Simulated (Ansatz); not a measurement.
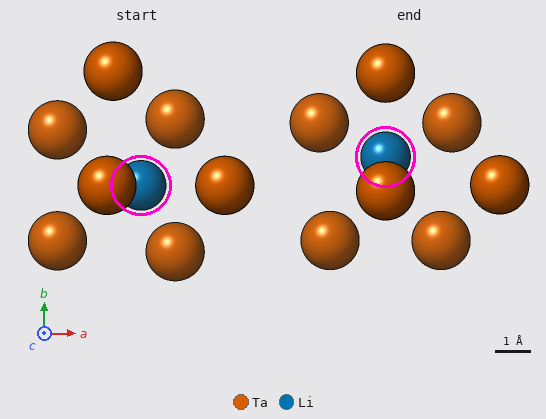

The two relaxed end points of a path for Ta with an interstitial Li (17 atoms in the cell). A spheres-only model of the atoms within 3.6 Å of the middle of the path, seen along the c axis. The moving atom is ringed, with any periodic copies.

Method: Ansatz 0.2.0, DFT PBE-D3(BJ), scalar-relativistic, plane waves, PAW.

Input
```yaml
crystal:
  lattice:
    - [6.62, 0.0, 0.0]
    - [0.0, 6.62, 0.0]
    - [0.0, 0.0, 6.62]
  atoms:
    - { symbol: Ta, position: [-0.00191577, 0.00224582, 0.0002802] }
    - { symbol: Ta, position: [0.48831793, 0.00566698, 0.00037117] }
    - { symbol: Ta, position: [-0.00191181, 0.49765895, 0.00027902] }
    - { symbol: Ta, position: [0.02435325, 0.04040568, 0.50020335] }
    - { symbol: Ta, position: [0.26221927, 0.2499342, 0.24455412] }
    - { symbol: Ta, position: [0.48832271, 0.49424088, 0.00037254] }
    - { symbol: Ta, position: [0.50867695, -0.00698292, 0.50030319] }
    - { symbol: Ta, position: [0.75249851, 0.2499501, 0.24792502] }
    - { symbol: Ta, position: [0.0244256, 0.45942418, 0.50020162] }
    - { symbol: Ta, position: [0.24190844, 0.74994644, 0.25729357] }
    - { symbol: Ta, position: [0.26220002, 0.24993283, 0.75596877] }
    - { symbol: Ta, position: [0.50865492, 0.50685843, 0.50030371] }
    - { symbol: Ta, position: [0.72636473, 0.74996436, 0.20999903] }
    - { symbol: Ta, position: [0.7524862, 0.2499512, 0.75261352] }
    - { symbol: Ta, position: [0.24202079, 0.7499459, 0.74340376] }
    - { symbol: Ta, position: [0.72598088, 0.74996594, 0.79095906] }
    - { symbol: Li, position: [0.87529247, 0.74986134, 0.50075984] }
basis:
  ecutwfc: 420.0
kpoints:
  mp_grid: { grid: [3, 3, 3] }
hamiltonian:
  xc: pbe
  dispersion: d3bj
scf:
  occupations: { method: gaussian, width: 0.05 }
  lower_state_search: "off"
neb:
  images: 5
  f_tol: 0.03
  initial_path: idpp
  max_iterations: 77
  final_atoms:
    - { symbol: Ta, position: [0.00266544, -0.00221024, -0.00034614] }
    - { symbol: Ta, position: [0.49799558, -0.00214695, -0.00034526] }
    - { symbol: Ta, position: [0.00602828, 0.48804404, -0.00034012] }
    - { symbol: Ta, position: [0.04084273, 0.02415551, 0.49967983] }
    - { symbol: Ta, position: [0.25033219, 0.26202507, 0.24397334] }
    - { symbol: Ta, position: [0.49460229, 0.48808507, -0.00033833] }
    - { symbol: Ta, position: [0.45987249, 0.02419719, 0.49967856] }
    - { symbol: Ta, position: [0.75034022, 0.24169376, 0.2565725] }
    - { symbol: Ta, position: [-0.00660221, 0.50841287, 0.4996522] }
    - { symbol: Ta, position: [0.25033909, 0.75230047, 0.24732293] }
    - { symbol: Ta, position: [0.25033035, 0.26198366, 0.75538263] }
    - { symbol: Ta, position: [0.50725026, 0.5084007, 0.49965264] }
    - { symbol: Ta, position: [0.75031382, 0.72590738, 0.20914727] }
    - { symbol: Ta, position: [0.75033984, 0.24170459, 0.74276399] }
    - { symbol: Ta, position: [0.25033812, 0.75223639, 0.75200158] }
    - { symbol: Ta, position: [0.75031511, 0.72586874, 0.79011895] }
    - { symbol: Li, position: [0.75033995, 0.87499591, 0.49964828] }
  order_check: true
```

Launched with:
```bash
ansatz run input.yaml --threads 4 --pin off --max-ram 10240MiB --backend cpu --events-out ev --progress --plain --runs-dir out
```

Predict the minimum-energy path and its barrier.

Answer. The barrier is about 0.094 eV in both directions, with image 3 at the top; the ends have the same energy. The Li atom travels furthest, 1.17 Å from end to end, along [−1 1 0], on a path that bends up to 0.15 Å away from the straight line. At the highest image its nearest neighbour (Ta) is 2.07 Å away, against 2.16 Å at the start, and the surrounding atoms stand up to 0.16 Å off the mean of their end positions. The band converged in 6 iterations. The largest component of the band force went from 1.2 to 0.021 eV/Å. The climbing image converged on the top of the path. A check of its curvatures found one unstable direction (−0.76 eV/Å²), as a transition state must have.

Energies of the converged images:

```tsv
image	path (Å)	E (eV)
0	0.00	0.000
1	0.25	0.024
2	0.49	0.071
3	0.74	0.094
4	0.98	0.072
5	1.23	0.024
6	1.48	0.000
```

The geometry at the top of the path:

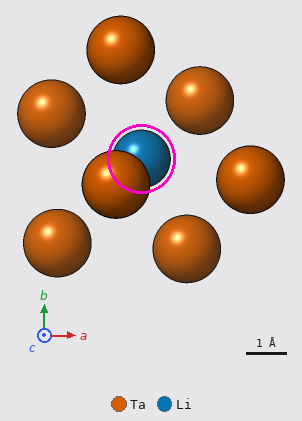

Limits of the set-up: the periodic images lie only 6.6 Å apart, so the values are limited by the cell's size.
